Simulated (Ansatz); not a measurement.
# Phonon calculation of AlNH$_{6}$O

The run: phonon calculation of AlNH$_{6}$O. Method and program: RKS B3LYP-D4/def2-TZVP (Ansatz 0.2.0).

It belongs to a series of runs on one base structure; here: vibrations at the highest image of the band. Figures and captions count atoms from 1; the log counts them from 0 in places.

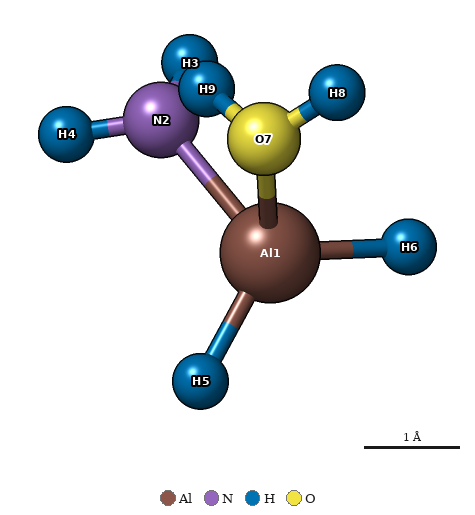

**Figure 1.** The structure (ball-and-stick view, seen at a tilt; atoms are numbered from 1 in the order of the input). Sticks mark near contacts.

**Input**
```yaml
crystal:
  periodic: [false, false, false]
  atoms:
    - { symbol: Al, position_ang: [-0.030106, 0.191989, 0.1599] }
    - { symbol: "N", position_ang: [-0.019484, 0.085229, 2.070294] }
    - { symbol: H, position_ang: [-0.768941, -0.392614, 2.554252] }
    - { symbol: H, position_ang: [0.840538, -0.086219, 2.575723] }
    - { symbol: H, position_ang: [1.383542, 0.013217, -0.520245] }
    - { symbol: H, position_ang: [-1.378533, -0.332623, -0.488584] }
    - { symbol: O, position_ang: [-0.282967, 2.029435, 0.688476] }
    - { symbol: H, position_ang: [-1.095585, 2.513701, 0.512858] }
    - { symbol: H, position_ang: [-0.274663, 1.454389, 1.667228] }
basis:
  gaussian: { orbitals: def2-TZVP }
hamiltonian:
  xc: b3lyp
  dispersion: d4
phonons: {}
```

Machine: 4 threads of Intel Xeon Gold (Sapphire Rapids), 64 GiB of memory available, shared host.

Launched with:
```bash
ansatz run input.yaml --threads 4 --pin off --max-ram 5120MiB --backend cpu --events-out ev --progress --plain --runs-dir out
```

**Log**
```
Engine: ansatz 0.2.0, x86_64-unknown-linux-gnu
Functional definition: B3LYP
  parameter a0 = 0.2
  parameter ax = 0.72
  parameter ac = 0.81
  exchange = (1 - a0 - ax)*slater_x + ax*b88_x + a0*exact_x
  correlation = (1 - ac)*vwn_rpa_c + ac*lyp_c
829 factors; their error is unknown
mean field evaluation 1: about -10225.2689 eV, gradient 7.8e1 eV
mean field evaluation 2: about -10206.3902 eV, gradient 1.2e2 eV
mean field evaluation 4: about -10235.6485 eV, gradient 1.8e0 eV
mean field evaluation 8: about -10235.6662 eV, gradient 3.2e-1 eV
mean field -10235.66628036 eV, -376.1537978194 hartree, gradient 2.7e-5 eV, S^2 0.000000; 0 other end points of the search recorded, 0 dependent functions left out
the calculation of the forces begins
reference -10235.66654125 eV, -376.1538074069 hartree; 17, 17 occupied and 118, 118 virtual orbitals, 829 factors
these checks for a lower state are left out or cut short: stability, starts, cluster_reference, orbital_swaps, neighbouring_geometries, increment
829 factors; their error is unknown
mean field evaluation 16: about -10235.6561 eV, gradient 3.3e-1 eV
mean field -10235.66621030 eV, -376.1537952448 hartree, gradient 1.9e-6 eV, S^2 0.000000; 0 other end points of the search recorded, 0 dependent functions left out
[... from here on the field's lines of each further geometry are left out, up to the last ...]
the calculation of the forces begins
reference -10235.66650032 eV, -376.1538059028 hartree; 17, 17 occupied and 118, 118 virtual orbitals, 829 factors
these checks for a lower state are left out or cut short: stability, starts, cluster_reference, orbital_swaps, neighbouring_geometries, increment
829 factors; their error is unknown
mean field -10235.66625699 eV, -376.1537969605 hartree, gradient 1.8e-6 eV, S^2 0.000000; 0 other end points of the search recorded, 0 dependent functions left out
the calculation of the forces begins
reference -10235.66651785 eV, -376.1538065472 hartree; 17, 17 occupied and 118, 118 virtual orbitals, 829 factors
WARN: phonons: modes at or below zero, which the zero-point energy, F, S and C_V leave out: 1, the lowest at -839.82 cm⁻¹. A minimum has none, and a first-order saddle one
Total energy: -10235.86671227 eV, -376.1611635563 hartree
Atom 0 at    -0.030106     0.191989     0.159900 Å, force     0.003147     0.000841     0.004301 eV/Å
Atom 1 at    -0.019484     0.085229     2.070294 Å, force    -0.004825    -0.005805     0.001351 eV/Å
Atom 2 at    -0.768941    -0.392614     2.554252 Å, force     0.000477    -0.001004    -0.000035 eV/Å
Atom 3 at     0.840538    -0.086219     2.575723 Å, force     0.000585     0.002426    -0.001970 eV/Å
Atom 4 at     1.383542     0.013217    -0.520245 Å, force    -0.000209    -0.000599    -0.001128 eV/Å
Atom 5 at    -1.378533    -0.332623    -0.488584 Å, force    -0.000767     0.000270     0.000513 eV/Å
Atom 6 at    -0.282967     2.029435     0.688476 Å, force     0.015812    -0.005770     0.004312 eV/Å
Atom 7 at    -1.095585     2.513701     0.512858 Å, force    -0.017674     0.009489    -0.005551 eV/Å
Atom 8 at    -0.274663     1.454389     1.667228 Å, force     0.003453     0.000152    -0.001794 eV/Å
Dipole moment:    -0.275274     0.177715     0.477033 e Å
Vibrations: -839.82 346.31 411.04 429.66 453.95 522.12 581.44 679.13 690.33 750.81 762.98 783.91 845.98 1468.42 1580.09 1901.93 1918.25 1935.78 3519.29 3599.04 3843.36 cm⁻¹, zero-point energy 1.675262 eV
```

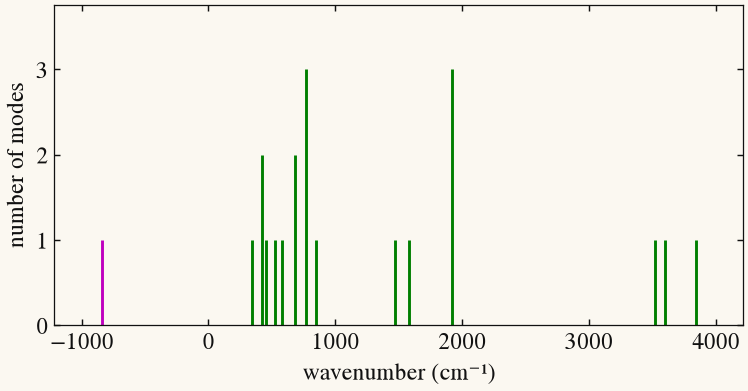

**Figure 2.** Harmonic vibrational wavenumbers from the force constants; neighbouring modes closer than 21 cm⁻¹ are counted in one stick, and imaginary ones are drawn at negative wavenumbers. 21 modes from 840i to 3843 cm⁻¹, 1 imaginary beyond 8i (840i cm⁻¹): a first-order saddle point, if the geometry is stationary.

**Summary**

```tsv
quantity	value
outcome	converged
total energy	−10235.8667 eV
mean-field energy	−10235.6665 eV
largest force (length of the vector)	0.021 eV/Å
wall time	42 s (CPU time 2.4 min)
peak memory	0.24 GiB
```
